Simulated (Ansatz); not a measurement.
# Two runs on C3H9GeN

System: C3H9GeN, SMILES C=CC[NH][GeH3].
Method of the first run: RKS PBE0-D4/def2-TZVPP (Ansatz 0.2.0).

The geometry comes from this level: PBE0-D4/def2-TZVP. Text and figures count atoms from 1; the logs count them from 0 in places.

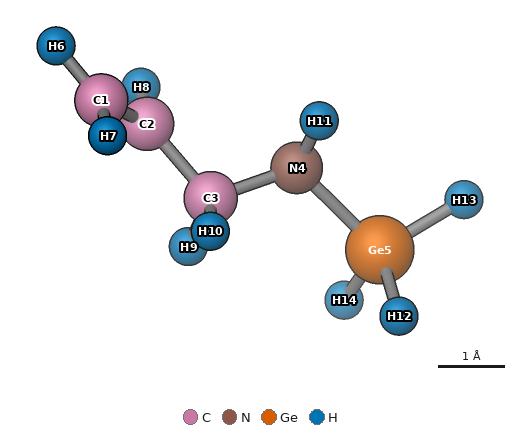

Figure 1. The structure as given in the input (ball-and-stick view, seen at a tilt; atoms are numbered from 1 in the order of the input). Sticks mark near contacts.

The input, the first run:
```yaml
crystal:
  periodic: [false, false, false]
  atoms:
    - {symbol: C, position_ang: [0.020435, 0.596802, -2.628725]}
    - {symbol: C, position_ang: [-0.577022, 0.093204, -1.558366]}
    - {symbol: C, position_ang: [-0.226440, 0.452671, -0.151863]}
    - {symbol: N, position_ang: [0.130431, -0.734844, 0.606383]}
    - {symbol: Ge, position_ang: [0.258855, -0.604474, 2.436538]}
    - {symbol: H, position_ang: [-0.265001, 0.303828, -3.632372]}
    - {symbol: H, position_ang: [0.817052, 1.329376, -2.536687]}
    - {symbol: H, position_ang: [-1.362749, -0.650849, -1.667889]}
    - {symbol: H, position_ang: [-1.104398, 0.903670, 0.328957]}
    - {symbol: H, position_ang: [0.556638, 1.227124, -0.161657]}
    - {symbol: H, position_ang: [0.910762, -1.215768, 0.179251]}
    - {symbol: H, position_ang: [1.274550, 0.467140, 2.903317]}
    - {symbol: H, position_ang: [0.689027, -1.982937, 2.957856]}
    - {symbol: H, position_ang: [-1.134940, -0.214043, 2.954154]}
basis:
  gaussian: {orbitals: def2-TZVPP}
hamiltonian: {xc: pbe0, dispersion: d4}
output: {orbitals: {seedname: orbitals}}
```

Launched with:
```bash
ansatz run in.yaml --threads 4 --pin off --events-out ev --progress --plain --max-ram 11315MiB
```

Hardware: 4 threads of Intel Xeon @ 2.50GHz, 31 GiB of memory available, shared host.

Output (the first run):
```
Functional definition: PBE0
  parameter a = 0.25
  parameter kappa = 0.804
  parameter beta = 0.06672455060314922
  exchange = (1 - a)*pbe_x(kappa = kappa, mu = beta*pi^2/3) + a*exact_x
  correlation = pbe_c(beta = beta)
1627 factors; their error is unknown
mean field evaluation 1: about -61243.7966 eV, gradient 6.9e1 eV
mean field evaluation 2: about -61230.9169 eV, gradient 9.9e1 eV
mean field evaluation 4: about -61253.7059 eV, gradient 6.7e0 eV
mean field evaluation 8: about -61253.8099 eV, gradient 1.3e-1 eV
mean field evaluation 16: about -61254.0766 eV, gradient 1.7e-4 eV
mean field -61254.07663756 eV, -2251.0457969261 hartree, gradient 5.6e-5 eV, S^2 0.000000; 0 other end points of the search recorded, 0 dependent functions left out
reference -61254.07667467 eV, -2251.0457982899 hartree; 33, 33 occupied and 265, 265 virtual orbitals, 1627 factors
Total energy: -61254.31163310 eV, -2251.0544328526 hartree
```

The input of the second run differs as follows (lines with − go, lines with + come):
```diff
-  gaussian: {orbitals: def2-TZVPP}
+  gaussian: {orbitals: "def2-QZVPP.json"}
```

What does this change do to the results?

The total energy of the second run is 34.7 kcal/mol lower, which measures the change of basis and not a stability. The LUMO goes from 0.01 to −0.10 eV. The basis functions go from 298 to 587. On the same kind of shared host the second run took about 2.8 times as long.

Output (the second run):
```
Functional definition: PBE0
  parameter a = 0.25
  parameter kappa = 0.804
  parameter beta = 0.06672455060314922
  exchange = (1 - a)*pbe_x(kappa = kappa, mu = beta*pi^2/3) + a*exact_x
  correlation = pbe_c(beta = beta)
1814 factors; their error is unknown
mean field evaluation 1: about -61244.3527 eV, gradient 7.2e1 eV
mean field evaluation 2: about -61228.1994 eV, gradient 1.1e2 eV
mean field evaluation 4: about -61255.3078 eV, gradient 7.7e0 eV
mean field evaluation 8: about -61255.4385 eV, gradient 2.0e-1 eV
mean field evaluation 16: about -61255.5802 eV, gradient 2.1e-4 eV
mean field -61255.58024026 eV, -2251.1010533059 hartree, gradient 5.5e-5 eV, S^2 0.000000; 0 other end points of the search recorded, 0 dependent functions left out
reference -61255.58028803 eV, -2251.1010550615 hartree; 33, 33 occupied and 554, 554 virtual orbitals, 1814 factors
Total energy: -61255.81524645 eV, -2251.1096896243 hartree
```

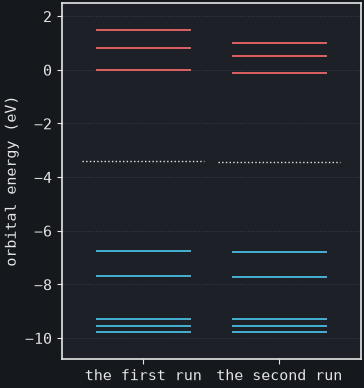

Figure 2. The five highest filled and three lowest empty orbital energies of the two runs; the dotted lines part filled from empty levels. The HOMO–LUMO gap is 6.78 eV in the first run and 6.69 eV in the second run.

The two runs side by side:

```csv
quantity,the first run,the second run
outcome,converged,converged
total energy (hartree),−2251.054433,−2251.109690
HOMO (eV),−6.77,−6.80
LUMO (eV),0.01,−0.10
basis functions,298,587
wall time (shared host),4.9 s,14 s
```
